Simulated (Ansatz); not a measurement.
# BH$_{8}$N$_{3}$Si (SMILES BN[SiH](N)N): what the fields show

```xyz
13

B    -2.0149   -0.7646   -0.4718
N    -0.9909   -0.5194    0.4410
Si    0.4193    0.5369    0.3057
N     0.8146    0.5301   -1.3626
N     1.7193   -0.0304    1.2639
H    -2.0015   -0.2152   -1.5517
H    -2.9172   -1.5190   -0.1908
H    -1.0582   -0.9983    1.3361
H     0.0860    1.8599    0.9077
H     0.0966    0.3410   -2.0529
H     1.5439    1.1315   -1.7276
H     2.0364    0.4456    2.0982
H     2.2871   -0.8329    1.0198
```

These are results of RKS CAM-B3LYP-D4/def2-SVP in Ansatz, not measurements.

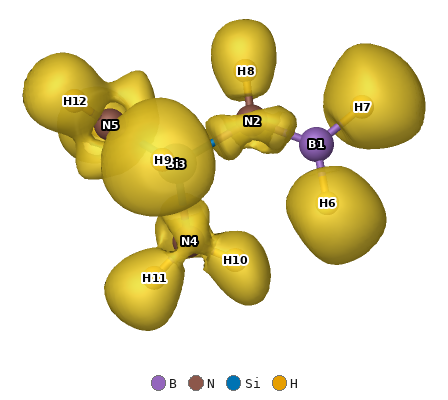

Figure 1. Isosurface of the electron localisation function at 0.8 (yellow), seen across its widest extent. Only the valence region is drawn (cores and ρ < 0.01 e/Å³ removed).

Where are the electrons localised?

Answer. At this value the surface marks out four regions around hydrogen nuclei, one region on N in which the atom's valence shell and bonds are merged and two joined regions spread over several atoms (H, N), in which their bonds and any lone pairs are merged.


B–N (1.39 Å): the ELF peaks at about 0.95 between the atoms; a short, strongly polar bond. Si–N (1.71 Å): the ELF peaks at about 0.90 between the atoms (a polar covalent bond).

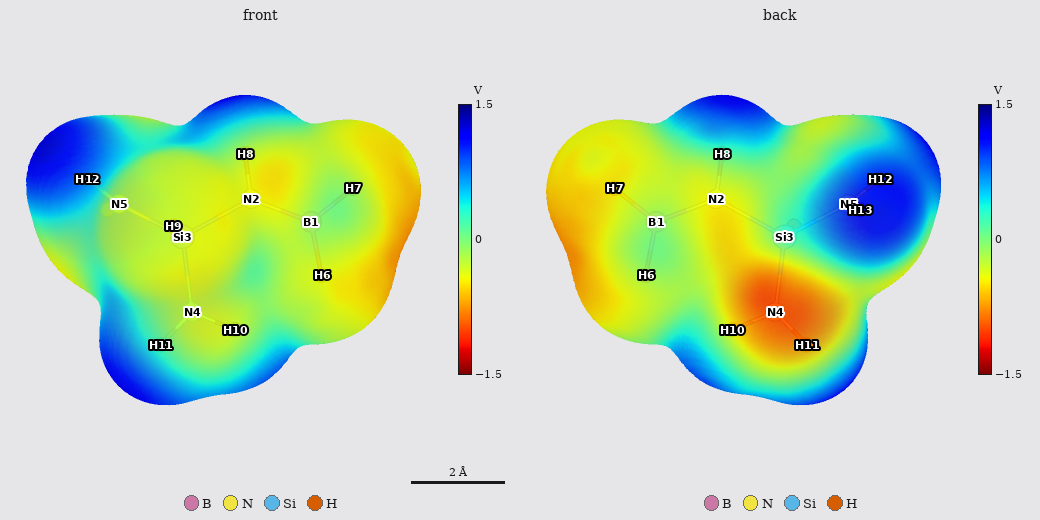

Figure 2. The molecular electrostatic potential painted on the density surface at 0.001 e/bohr³, seen from the front and from behind; red is negative and blue positive.

Which sites attract a positive test charge, and which a negative one?

Answer. A positive charge is drawn to the negative regions and a negative charge to the positive ones. The most negative region (about −1.0 V) lies over N4, the most positive (about +1.2 V) over H8, H12 and H13.

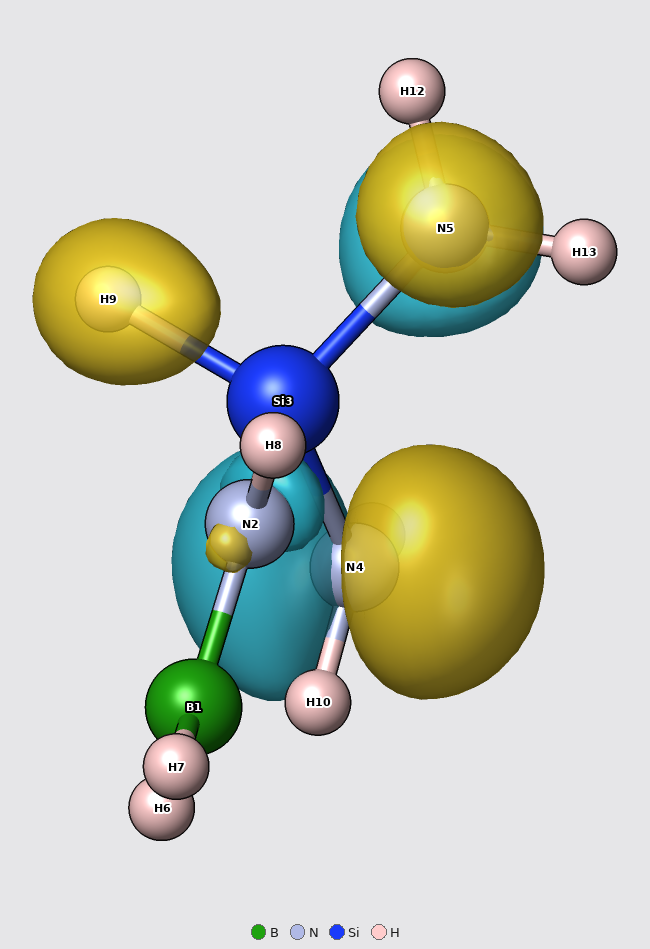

Figure 3. The HOMO at ±0.15 Å⁻³ᐟ² (yellow and cyan are the two phases), seen at an oblique angle.

What is the character of this orbital?

Answer. By Hirshfeld shares it lies mainly on N4 (about 50 %), N5 (about 20 %) and H9 (about 5 %). Its energy is −8.48 eV.
